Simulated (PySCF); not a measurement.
Run report: C2H8AlAsS, geometry relaxation

C2H8AlAsS, SMILES C[S][AlH][AsH]C, computed with PBE0-D3(BJ)/def2-SVP geometry optimisation, gas phase (PySCF 2.14.0).

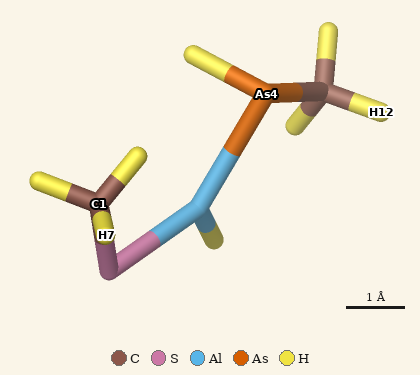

*The structure as given in the input (stick view, seen at a tilt; atoms are numbered from 1 in the order of the input). Sticks mark near contacts.*

### Key numbers

| quantity | value |
| --- | --- |
| outcome | converged |
| total energy | −2956.418374 hartree |
| dipole moment | 1.58 D |
| point group | C1 |
| hardware | 1 CPU thread, shared host |
| wall time | 2.4 min |
| peak memory | 0.58 GiB |

### Input
```
{"job": {"xc": "PBE0", "basis": "def2-SVP", "d3": "d3bj", "grid": 1, "shake": 0.01, "kind": "geom"}, "charge": 0, "multiplicity": 1}
C     -2.857320    -0.295620     0.025100
S     -2.124200    -0.462950    -1.643980
Al    -0.021200    -0.278880    -1.058640
As     0.873260    -0.169860     1.210070
C      2.680920     0.006250     0.498220
H     -2.109920    -0.197590     0.795760
H     -3.497640    -1.137510     0.200160
H     -3.467530     0.636420     0.013000
H      0.946160    -0.119950    -2.254740
H      0.477010     1.305510     1.054580
H      3.236210     0.740480     1.098370
H      3.196890    -0.946280     0.604330
H      2.673200     0.319340    -0.552550
```

The first line tells a small driver script what to run in PySCF; the rest is the geometry in Å.

Launched with:
```bash
OMP_NUM_THREADS=1 python <driver script> task.json out
```

### Output
```
step   0  E = -2956.41178969  max force = 0.024887
step   1  E = -2956.41648168  max force = 0.003954
step   2  E = -2956.41726751  max force = 0.002025
step   3  E = -2956.41757306  max force = 0.001224
step   4  E = -2956.41768474  max force = 0.000885
step   5  E = -2956.41778841  max force = 0.000774
step   6  E = -2956.41782989  max force = 0.001182
step   7  E = -2956.41789424  max force = 0.001324
step   8  E = -2956.41799886  max force = 0.001333
step   9  E = -2956.41809899  max force = 0.000761
step  10  E = -2956.41813701  max force = 0.000307
step  11  E = -2956.41815876  max force = 0.000270
step  12  E = -2956.41818786  max force = 0.000543
step  13  E = -2956.41824747  max force = 0.001013
step  14  E = -2956.41831366  max force = 0.001076
step  15  E = -2956.41835866  max force = 0.000564
step  16  E = -2956.41837354  max force = 0.000162
optimisation converged
```

### Trajectory as extended XYZ (Å, eV, eV/Å), 8 of the 17 frames kept, from step=0 to step=16
```
13
Properties=species:S:1:pos:R:3:forces:R:3 step=0 energy=-80448.06244
C    -2.8573   -0.2956    0.0251   -0.5184   1.2798  -0.9309
S    -2.1242   -0.4629   -1.6440    0.3936   0.0468   0.2616
Al   -0.0212   -0.2789   -1.0586   -0.5206  -0.1569   0.1405
As    0.8733   -0.1699    1.2101   -0.7857  -0.1873   0.0940
C     2.6809    0.0063    0.4982    0.3805   0.5528  -0.0324
H    -2.1099   -0.1976    0.7958    0.4502  -0.1010   0.5960
H    -3.4976   -1.1375    0.2002   -0.5127  -0.7263   0.3180
H    -3.4675    0.6364    0.0130    0.1913  -0.4624   0.1357
H     0.9462   -0.1200   -2.2547    0.4737   0.0124  -0.4878
H     0.4770    1.3055    1.0546    0.0867   0.0872   0.0761
H     3.2362    0.7405    1.0984   -0.0010   0.0534  -0.0412
H     3.1969   -0.9463    0.6043    0.0829  -0.3805  -0.0775
H     2.6732    0.3193   -0.5525    0.2794  -0.0179  -0.0519
13
Properties=species:S:1:pos:R:3:forces:R:3 step=2 energy=-80448.21150
C    -2.9020   -0.3019    0.0750    0.0011   0.0499  -0.0750
S    -2.1678   -0.3679   -1.6013    0.0178   0.0033   0.0568
Al   -0.0254   -0.2520   -1.2118   -0.0058   0.0076   0.0283
As    0.8115   -0.1121    1.0742    0.0372   0.0869  -0.1041
C     2.7272    0.0180    0.5446    0.0187  -0.0029   0.0602
H    -2.1404   -0.3032    0.8671    0.0021  -0.0335   0.0130
H    -3.5577   -1.1722    0.2072   -0.0002  -0.0182   0.0042
H    -3.5013    0.6148    0.1597   -0.0034  -0.0065   0.0078
H     0.9424   -0.1987   -2.4722   -0.0348  -0.0412  -0.0251
H     0.5188    1.3908    0.9339   -0.0068  -0.0327   0.0547
H     3.2358    0.7151    1.2251   -0.0217  -0.0060   0.0099
H     3.1752   -0.9764    0.6791   -0.0063  -0.0118  -0.0305
H     2.8894    0.3451   -0.4911    0.0020   0.0053  -0.0002
13
Properties=species:S:1:pos:R:3:forces:R:3 step=5 energy=-80448.22568
C    -2.9030   -0.2794    0.0982   -0.0051  -0.0095   0.0374
S    -2.1928   -0.3646   -1.5815   -0.0175  -0.0067  -0.0398
Al   -0.0383   -0.2937   -1.2736    0.0090   0.0140   0.0122
As    0.8339   -0.1297    0.9961    0.0047  -0.0364   0.0373
C     2.7598    0.0607    0.5508   -0.0149   0.0154  -0.0271
H    -2.1397   -0.3685    0.8842    0.0014   0.0023  -0.0033
H    -3.6187   -1.1050    0.2112   -0.0015   0.0097  -0.0032
H    -3.4357    0.6733    0.2200    0.0085   0.0079  -0.0018
H     0.8389   -0.4011   -2.5941    0.0104  -0.0010   0.0056
H     0.5048    1.3648    0.9999   -0.0158   0.0035  -0.0255
H     3.2328    0.6629    1.3383    0.0178  -0.0118   0.0055
H     3.2065   -0.9429    0.5655    0.0019  -0.0055  -0.0028
H     2.9572    0.5226   -0.4254    0.0009   0.0181   0.0055
13
Properties=species:S:1:pos:R:3:forces:R:3 step=7 energy=-80448.22856
C    -2.8638   -0.2055    0.1194    0.0115   0.0456  -0.0151
S    -2.1942   -0.4456   -1.5642   -0.0068   0.0105   0.0085
Al   -0.0305   -0.4341   -1.2975   -0.0681   0.0244  -0.0204
As    0.8679   -0.3042    0.9589   -0.0032  -0.0556   0.0681
C     2.7525    0.1338    0.5251    0.0144   0.0337   0.0081
H    -2.1048   -0.3535    0.9000   -0.0029  -0.0284   0.0099
H    -3.6745   -0.9295    0.2728   -0.0042  -0.0148   0.0048
H    -3.2725    0.8107    0.2063    0.0041  -0.0082   0.0029
H     0.7946   -0.6002   -2.6430    0.0513  -0.0126   0.0102
H     0.3688    1.1328    1.1089   -0.0027   0.0132  -0.0404
H     3.2013    0.6162    1.4046   -0.0010  -0.0067  -0.0012
H     3.2846   -0.8102    0.3445   -0.0014  -0.0082  -0.0239
H     2.8765    0.7888   -0.3461    0.0091   0.0072  -0.0115
13
Properties=species:S:1:pos:R:3:forces:R:3 step=9 energy=-80448.23413
C    -2.8259   -0.1401    0.1388    0.0133   0.0084  -0.0281
S    -2.1836   -0.4326   -1.5488    0.0233   0.0018   0.0382
Al   -0.0237   -0.5657   -1.2706   -0.0287  -0.0044  -0.0391
As    0.9103   -0.4412    0.9708   -0.0208   0.0183   0.0215
C     2.7228    0.2034    0.4780    0.0243  -0.0177   0.0023
H    -2.1256   -0.4696    0.9186   -0.0025  -0.0119   0.0027
H    -3.7595   -0.7079    0.2461   -0.0075   0.0027  -0.0051
H    -3.0396    0.9288    0.2732   -0.0032  -0.0001   0.0114
H     0.8142   -0.8277   -2.5945    0.0113   0.0060   0.0057
H     0.2745    0.9362    1.1662    0.0084  -0.0046   0.0070
H     3.2098    0.5857    1.3860   -0.0103  -0.0014  -0.0002
H     3.3026   -0.6573    0.1157   -0.0050   0.0038  -0.0124
H     2.7295    0.9874   -0.2897   -0.0024  -0.0009  -0.0038
13
Properties=species:S:1:pos:R:3:forces:R:3 step=11 energy=-80448.23575
C    -2.8240   -0.1340    0.1413   -0.0018  -0.0010   0.0044
S    -2.1755   -0.3914   -1.5480   -0.0091  -0.0136  -0.0097
Al   -0.0223   -0.5667   -1.2608    0.0139   0.0059   0.0101
As    0.9013   -0.4271    0.9859   -0.0017   0.0031  -0.0111
C     2.7176    0.1926    0.4685   -0.0043  -0.0077  -0.0008
H    -2.1578   -0.5423    0.9140   -0.0007  -0.0006  -0.0019
H    -3.7907   -0.6510    0.2081   -0.0013   0.0079  -0.0046
H    -2.9797    0.9375    0.3255    0.0054   0.0033   0.0045
H     0.8329   -0.8501   -2.5694   -0.0061   0.0125  -0.0022
H     0.2804    0.9597    1.1601    0.0032  -0.0025   0.0048
H     3.2214    0.5690    1.3694    0.0038  -0.0041   0.0015
H     3.2803   -0.6740    0.0941    0.0004  -0.0033   0.0018
H     2.7218    0.9771   -0.2991   -0.0016   0.0002   0.0033
13
Properties=species:S:1:pos:R:3:forces:R:3 step=14 energy=-80448.23997
C    -2.7955   -0.0422    0.1585   -0.0272   0.0130   0.0485
S    -2.1986   -0.3032   -1.5475   -0.0288  -0.0092  -0.0553
Al   -0.0479   -0.5279   -1.2879    0.0230   0.0289   0.0548
As    0.8530   -0.4438    0.9695    0.0312  -0.0476  -0.0259
C     2.7049    0.0720    0.4650   -0.0258   0.0342   0.0166
H    -2.3290   -0.7358    0.8722    0.0009   0.0001  -0.0098
H    -3.8783   -0.2257    0.1519    0.0021  -0.0012   0.0039
H    -2.6169    0.9912    0.4861    0.0094  -0.0024  -0.0137
H     0.8094   -0.8074   -2.5945   -0.0061  -0.0012  -0.0124
H     0.3088    0.9703    1.1674   -0.0083   0.0099  -0.0158
H     3.2557    0.3270    1.3807    0.0113  -0.0078   0.0014
H     3.1892   -0.7961   -0.0029    0.0102  -0.0148   0.0105
H     2.7511    0.9209   -0.2289    0.0081  -0.0018  -0.0028
13
Properties=species:S:1:pos:R:3:forces:R:3 step=16 energy=-80448.24160
C    -2.8054   -0.0299    0.1576    0.0057   0.0030   0.0004
S    -2.2183   -0.2915   -1.5544    0.0030   0.0084   0.0006
Al   -0.0597   -0.4834   -1.3060   -0.0023   0.0022  -0.0020
As    0.8442   -0.4383    0.9496    0.0064  -0.0061   0.0021
C     2.7177    0.0288    0.4849    0.0003   0.0018   0.0036
H    -2.3431   -0.7340    0.8633   -0.0016  -0.0017   0.0012
H    -3.8907   -0.1973    0.1571   -0.0004  -0.0020  -0.0031
H    -2.6078    0.9994    0.4867   -0.0018   0.0000   0.0007
H     0.7850   -0.7319   -2.6279   -0.0029  -0.0016  -0.0013
H     0.3340    0.9902    1.1422   -0.0040  -0.0012  -0.0009
H     3.2512    0.2837    1.4111   -0.0033   0.0014   0.0011
H     3.1937   -0.8599    0.0472   -0.0007  -0.0015   0.0010
H     2.8051    0.8638   -0.2218    0.0016  -0.0026  -0.0034
```

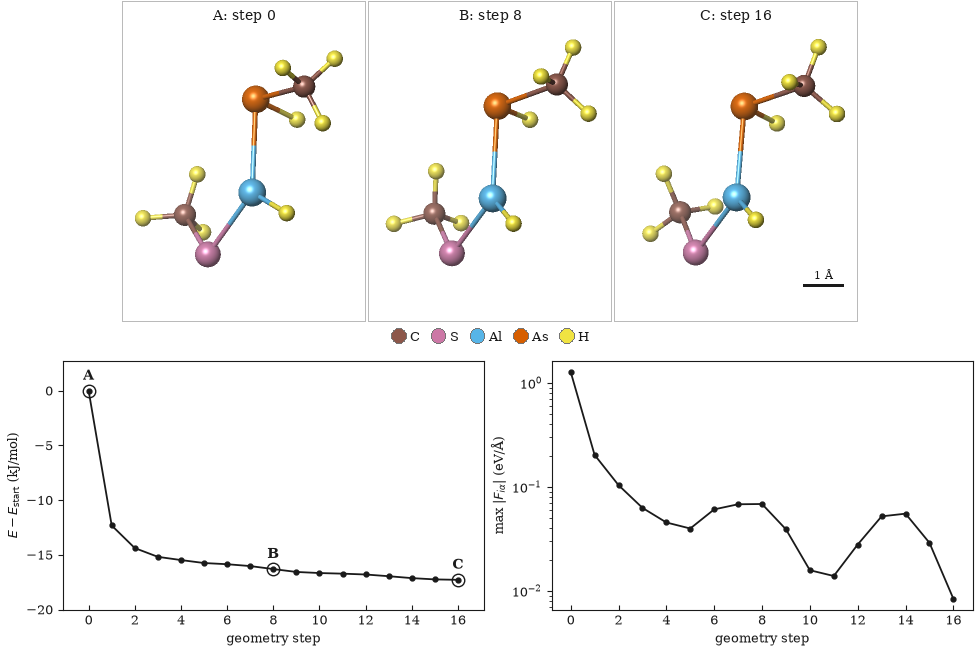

*Frames of the relaxation (ball-and-stick view, seen at a tilt) above the curves, on which the letters mark them (steps are counted from 0).*

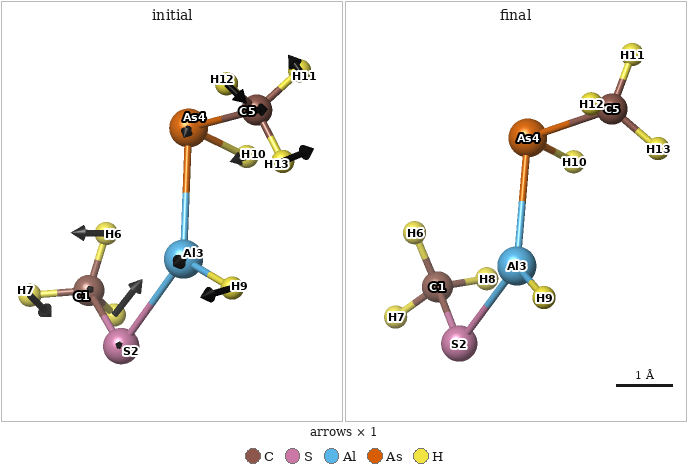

*Before (left) and after (right) the relaxation, at one scale (ball-and-stick view, seen at a tilt). The black arrows give the displacements, at true length.*

The largest move after the best rigid fit is that of H8, 0.87 Å. Largest moves by element: H 0.87 Å, Al 0.37 Å, C 0.26 Å, As 0.25 Å, S 0.12 Å. Among the contacts that change: Al3–H9 1.547 → 1.588 Å, As4–C5 1.951 → 1.986 Å, C1–H7 1.072 → 1.098 Å, C1–H6 1.078 → 1.099 Å. Among the angles that change: S2–Al3–As4 127.1° → 118.2°, Al3–As4–H10 81.6° → 90.6°, Al3–As4–C5 90.3° → 97.9°. The energy falls by 17.3 kJ/mol in 16 geometry steps. Largest force component: 1.3 eV/Å at the start, 0.0084 eV/Å at the end. (Atoms are counted from 1 in the order of the input.)
